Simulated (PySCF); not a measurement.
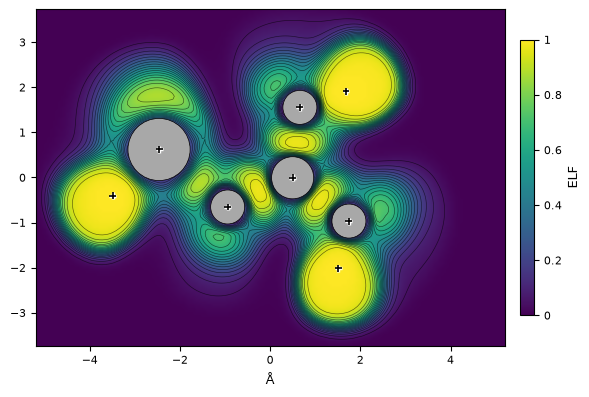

The ELF on a plane through atoms (crosses mark nuclei in the plane; grey discs cover the cores).

The calculation used PBE0/def2-SVPD, SCF density, gas phase in PySCF.

Candidates:
A. C7H9F
B. C3H9BSe (SMILES CB(C)C[SeH])

### Which system is this?

Candidate B: C3H9BSe on the plane of atoms C1, B2 and C3, which holds C, B, Se and H. C–B (1.57 Å): the ELF peaks at about 1 between the atoms (a shared electron pair). C–Se (1.99 Å): the ELF peaks at about 0.90 between the atoms, as expected for a shared electron pair.
